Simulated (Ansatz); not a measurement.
**Response to strain in PtTe2**

Start from PtTe$_{2}$ (space group P-3m1, No. 164; layered; relaxed with 0.1 eV smearing).

```xyz
3
Lattice="4.0090 0.0000 0.0000 -2.0045 3.4719 0.0000 0.0000 0.0000 4.9600" Properties=species:S:1:pos:R:3 pbc="T T T"
Te     0.0000     2.3146     1.3413
Te     2.0045     1.1573     3.6187
Pt     0.0000     0.0000     0.0000
```

Cartesian axes are those of the cell as printed.

Strains are applied to the cell and any free atomic positions relax.

Method: DFT with PBEsol-D3(BJ), PAW potentials and a 420 eV plane-wave cutoff in Ansatz (an electronic-structure program), spin-orbit coupling left out.

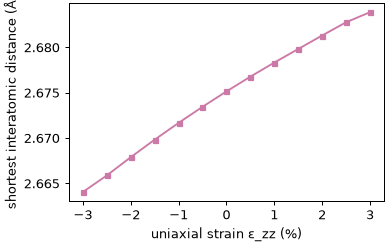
*Shortest interatomic distance against uniaxial strain ε_zz*

```
uniaxial strain ε_zz (%)  shortest interatomic distance
------------------------  -----------------------------
-3                                           5.034 bohr
-2.5                                         5.038 bohr
-2                                           5.042 bohr
-1.5                                         5.045 bohr
-1                                           5.049 bohr
-0.5                                         5.052 bohr
0.5                                          5.058 bohr
1                                            5.061 bohr
1.5                                          5.064 bohr
2                                            5.067 bohr
2.5                                          5.070 bohr
3                                            5.072 bohr
```

No phonon test of stability was made. All final runs are without spin polarisation.
